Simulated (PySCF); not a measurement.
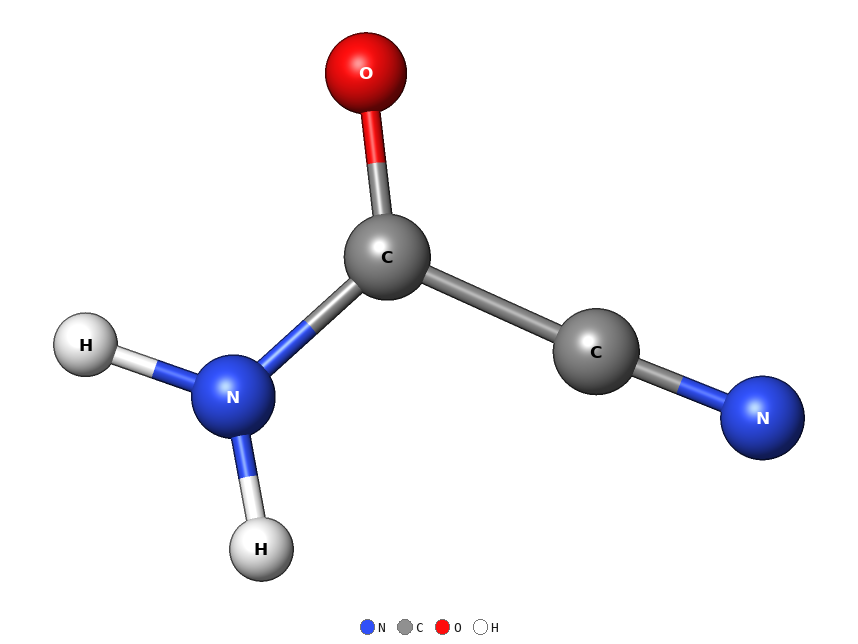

Ball-and-stick drawing of a structure.

The geometry was computed by an optimisation with PBE0-D3(BJ)/def2-SVP. No frequency run is at hand to confirm it as a minimum.

Description:

It has 7 atoms: 2 carbon, 2 hydrogen, 2 nitrogen and 1 oxygen (C2H2N2O). As SMILES it reads `N#CC(N)=O`. It has no ring. Among its groups: amide, nitrile. This geometry has Cs symmetry. All atoms lie on one plane. Coordination: 1 C linear; 1 C trigonal planar; 1 N trigonal planar.

More results for the same structure follow; atom numbers are the same in all pictures, views and colours differ.

Bond orders

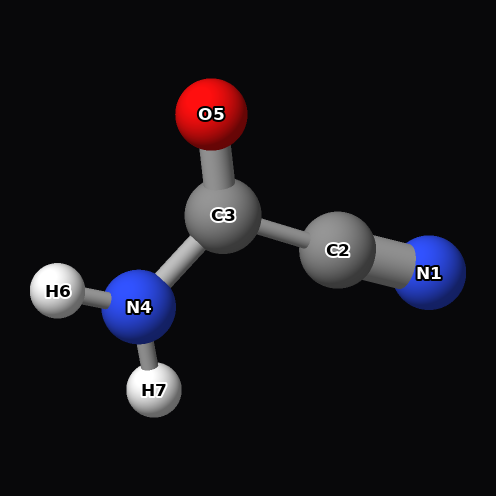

The thickness of each stick grows with its Mayer bond order. No frequency run is at hand to confirm it as a minimum. Method: PBE0/pcSseg-1 (PySCF 2.14.0).

Question: Which bond has the highest Mayer bond order?

Answer: N1–C2, 3.00, at a length of 1.157 Å.

List the Mayer bond orders of N1–C2, C2–C3, C3–N4, C3–O5, N4–H6, N4–H7.

| bond | Mayer order | length (Å) |
| --- | --- | --- |
| N1–C2 | 3.00 | 1.157 |
| C2–C3 | 0.87 | 1.482 |
| C3–N4 | 1.22 | 1.350 |
| C3–O5 | 1.96 | 1.206 |
| N4–H6 | 0.92 | 1.013 |
| N4–H7 | 0.93 | 1.011 |

Quadrupole coupling

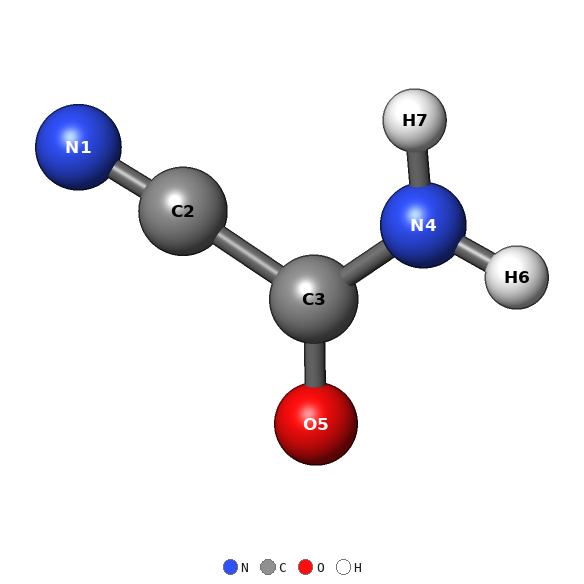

No frequency run is at hand to confirm it as a minimum. Electric field gradients from the ground-state density, B3LYP/pcJ-1 (PySCF 2.14.0), non-relativistic apart from any core potentials.

Give the largest field-gradient component, the quadrupole coupling constant and the asymmetry for 14N at N1 (Q = 20.44 mb), 14N at N4 (Q = 20.44 mb), 17O at O5 (Q = −25.6 mb), 2H at H6 (Q = 2.86 mb), 2H at H7 (Q = 2.86 mb).

```
atom  V_zz (a.u.)  e²qQ/h (MHz)     η
  N1       −1.030         −4.95  0.13
  N4       −0.956         −4.59  0.09
  O5       −1.621          9.75  0.04
  H6        0.380         0.255  0.19
  H7        0.384         0.258  0.21
```

Charges

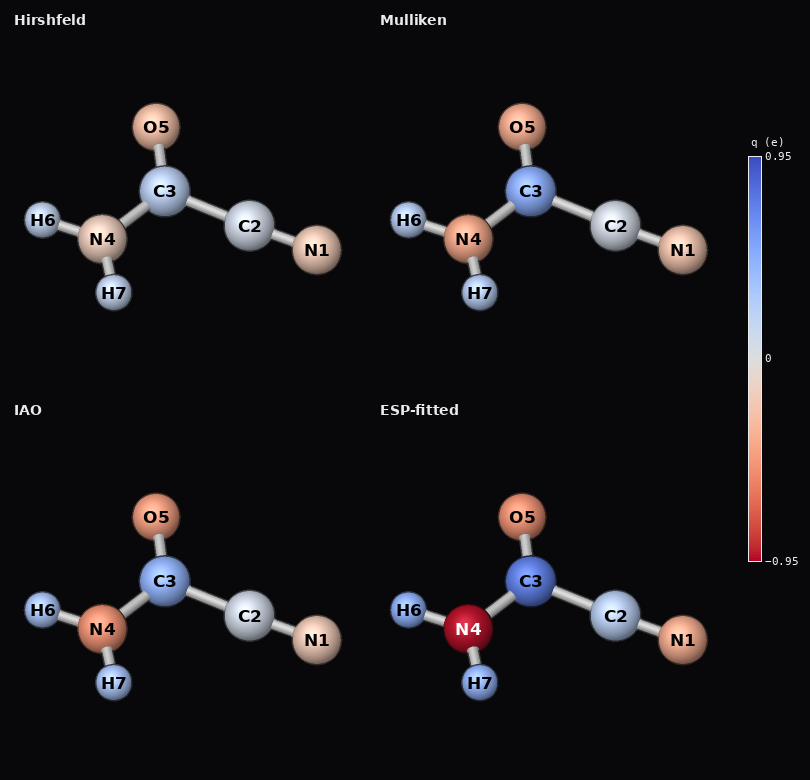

Atomic charges of one calculation by 4 schemes, on one colour scale. No frequency run is at hand to confirm it as a minimum. Computed with PBE0/pcSseg-1 (PySCF 2.14.0).

Question: Which scheme gives the most polar picture (largest mean size of the charges)?

Answer: The ESP-fitted charges are the largest in size here, and the Hirshfeld charges the smallest.

Question: On which atom do the schemes disagree most?

Answer: On N4 (from −0.92 to −0.15 e).

List the charges (e), one line for each set of equivalent atoms.

```
atom  Hirshfeld  Mulliken    IAO  ESP-fitted
  N1      −0.18     −0.22  −0.18       −0.36
  C2       0.07      0.07   0.08        0.20
  C3       0.20      0.46   0.43        0.71
  N4      −0.15     −0.39  −0.49       −0.92
  O5      −0.26     −0.37  −0.43       −0.49
  H6       0.16      0.22   0.30        0.44
  H7       0.15      0.22   0.30        0.42
```

Mulliken values depend strongly on the basis set and can even reverse the polarity of a bond.
